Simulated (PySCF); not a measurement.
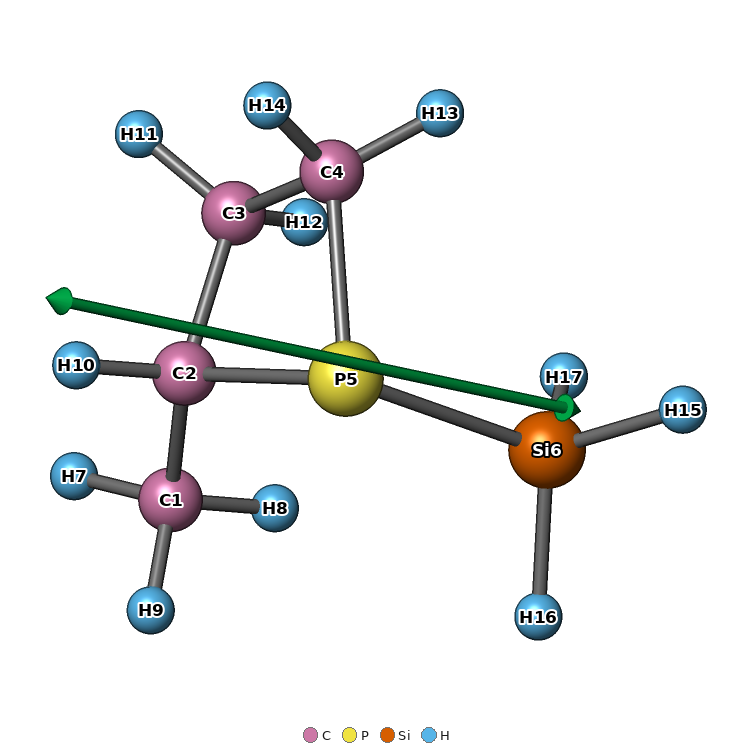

The double arrow shows the direction of the transition dipole to excited singlet state 2 (its length means nothing). Computed geometry: GFN2-xTB optimisation. No frequency run is at hand to confirm it as a minimum. Method: TDDFT PBE0/def2-SVPD, vertical, gas phase, core orbitals frozen in the response (PySCF 2.14.0).

Where does the transition lie, and how strong is it?

5.82 eV (213 nm), oscillator strength 0.11, mainly HOMO → LUMO+1 (weight 0.90); transition dipole 2.20 D.

The geometry is semi-empirical. Around P, Si such bond lengths and angles can be off by a tenth of an ångström or more and by several degrees, and values that hang on the shape move with them.
